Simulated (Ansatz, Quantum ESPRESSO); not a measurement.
# CoSi2(111), 3 trilayers against a metal electrode: the electrode's level over the Fermi level at a withheld member of a series

**Set-up.** Quantum ESPRESSO 7.5, PBE, GBRV ultrasoft. The slab is relaxed neutral, then held. ESM with bc3: vacuum below and a metal electrode about 6 Å above the top atoms. Cold smearing of 0.02 Ry. Charges are set per cell from the starting area. The slabs take the lattice constants of the bulk relaxed by the same program. The series steps the charge of the slab (positive: electrons removed).

| charge of the slab | electrode's level over the Fermi level (eV) |
| --- | --- |
| 1 ×10¹³ e/cm² | 5.977 |
| 2 ×10¹³ e/cm² | 6.844 |
| 3 ×10¹³ e/cm² | 7.713 |
| 4.5 ×10¹³ e/cm² | 9.026 |
| 6 ×10¹³ e/cm² | 10.347 |
| 7 ×10¹³ e/cm² | 11.231 |

To predict: What is the electrode's level over the Fermi level at 8 ×10¹³ e/cm²?

**Worked estimate.** The rows at 6 ×10¹³ e/cm² and 7 ×10¹³ e/cm² give a slope of (11.231 − (10.347))/(7 − (6)) = 0.884, so a straight line gives 12.115 eV. A parabola through these and the row at 4.5 ×10¹³ e/cm² gives 12.118 eV.

**The withheld run.** 12.118 eV. The line misses by −0.003 and the parabola by 0.000 eV. Both misses are under 5 % of the step from the nearer row.

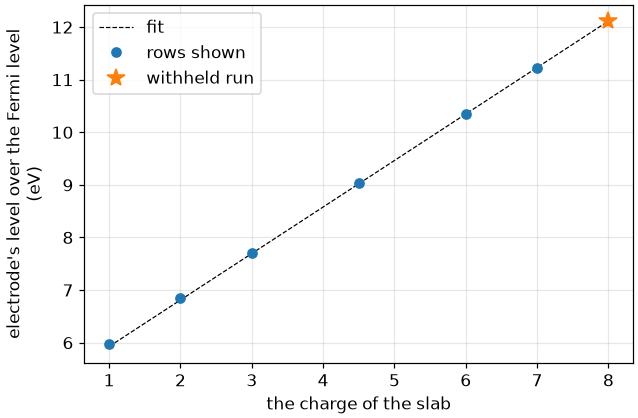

The rows shown, the fit and the withheld run.

Caveats: Vacuum fills the gap; ions don't answer the charge; added electrons can spill towards the electrode at the most negative charges. Members without a usable value, or on the other side of zero field or charge, are not listed.
